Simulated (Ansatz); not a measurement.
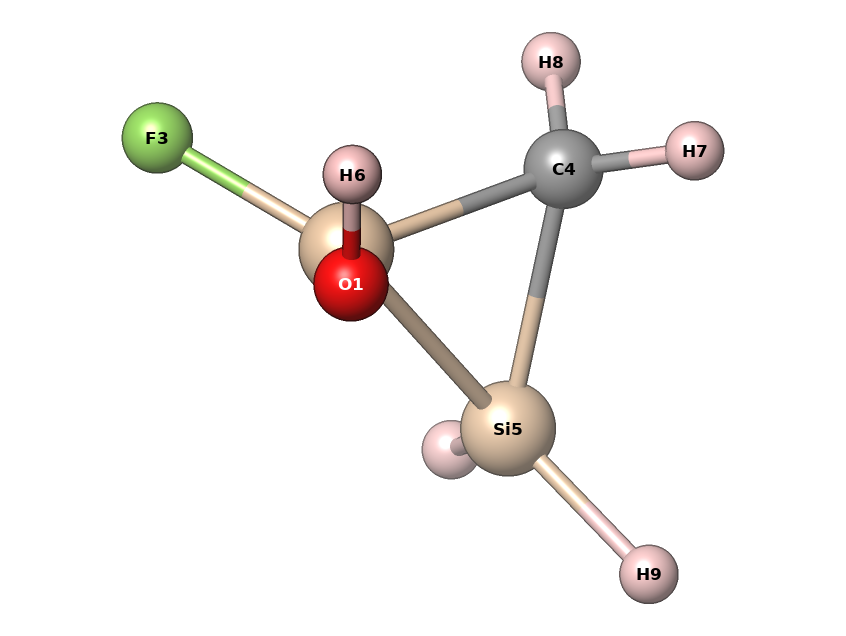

Si2 lies behind O1. The molecule seen nearly along the O1–Si2 bond, O1 in front. Depth is shown by fading: the farther an atom, the more it takes the colour of the background. The geometry was computed by an optimisation with PBE0-D4/def2-TZVP. No frequency run is at hand to confirm it as a minimum.

Q: What is the torsion angle H6–O1–Si2–Si5? The sign is positive where the front bond must turn clockwise to cover the back bond.

A: 141°, anticlinal.
